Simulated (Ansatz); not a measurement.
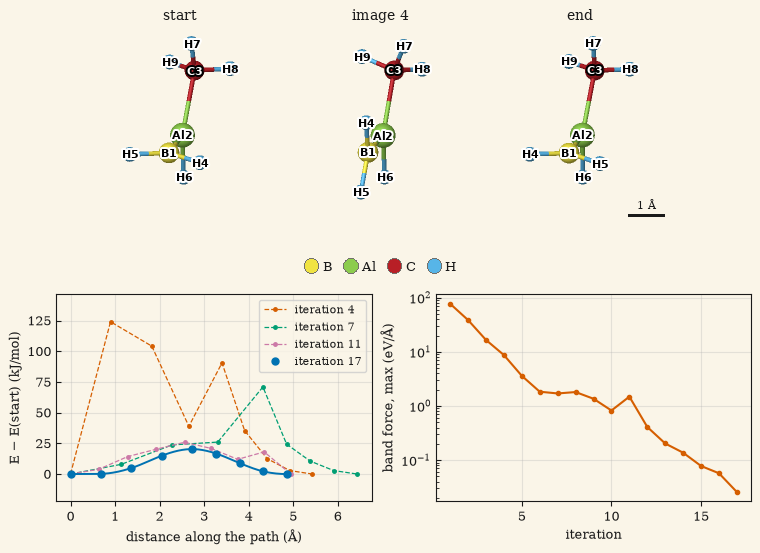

A nudged-elastic-band calculation for CH₆AlB. Images are numbered from 0 (start) to 8 (end). The plot follows the band through its iterations. The picture is a ball-and-stick view, seen from a free direction.

These are results of Ansatz 0.2.0, UKS PBE-D4/6-31G, not measurements. Set-up: 7 movable images; climbing image; force threshold 0.03 eV/Å; iteration limit 60; starting path through a guess of the saddle point.

**Did the band converge, and can the barrier be trusted?**

The run is converged, with reservations. The band converged in 17 iterations. The largest component of the band force went from 77 to 0.026 eV/Å. The climbing image converged on the top of the path. Its vibrational analysis gives 2 imaginary modes over 30i cm⁻¹, so it isn't confirmed as a transition state. The first iteration put the highest image at 1798.6 kJ/mol. The barrier is about 20.3 kJ/mol in both directions, with image 4 at the top; the ends have the same energy.

The run took 2.6 min on 1 thread of Intel(R) Xeon(R) 6975P-C (Granite Rapids), with other jobs on the host, peak memory 0.13 GiB.
